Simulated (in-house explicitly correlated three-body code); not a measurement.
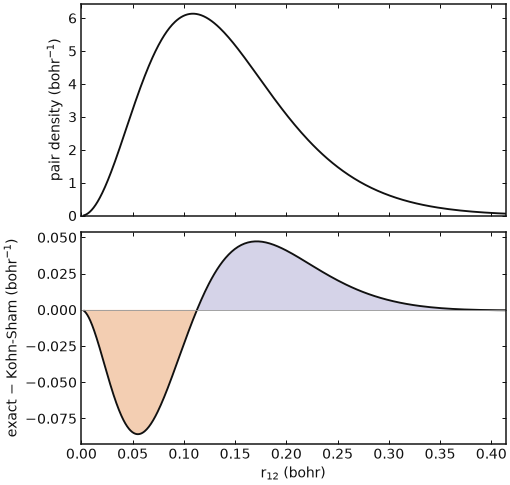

Two electrons around a point charge Z = 15.836. Computed variationally in 260 exponentially correlated functions with an in-house code, non-relativistic, converged to about 10⁻⁸ of the energy. The plot shows the distribution of the distance r₁₂ between the electrons in the ground state (one pair, times 4πr₁₂²) and its difference from that of the Kohn-Sham determinant with the same density, the Coulomb hole.

Question: How large and how deep is the Coulomb hole?

Answer: The pair density peaks near r₁₂ = 0.11 bohr, and ⟨r₁₂⟩ = 0.1424 bohr. Correlation takes weight from short distances: the hole is deepest (−0.086 bohr⁻¹) near 0.055 bohr and first changes sign near 0.11 bohr, moving 0.55 % of the pair outwards. The mean cosine of the angle between the electrons is −0.00840, and the density-functional correlation energy is −46.03 millihartree.
